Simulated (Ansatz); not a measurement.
**Hypothetical Pm-3n AlN: pressure series**

Start from AlN (space group Pm-3n, No. 223; a = 5.372 Å; a hypothetical phase, not in the database extracts checked).

Cell and atoms are relaxed at each pressure.

Method: DFT with PBE, PAW potentials and a 420 eV plane-wave cutoff in Ansatz (an electronic-structure program), no spin-orbit coupling.

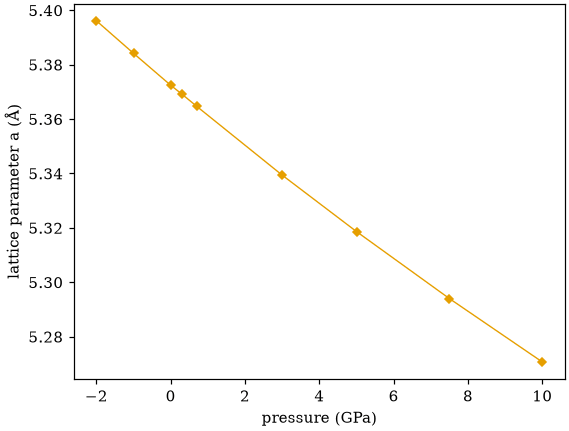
Lattice parameter a against pressure

Problem. From the plot, what is the lattice parameter a for pressure 10 GPa?

Solution. About 5.27 Å.

Problem. Is the trend monotonic over the range shown?

Solution. Yes, it falls throughout, spanning 5.271 Å to 5.396 Å.

Load acts through the strain it causes; cell and atoms are relaxed under it. No phonon test of stability was made. Competing high-pressure phases were not computed.
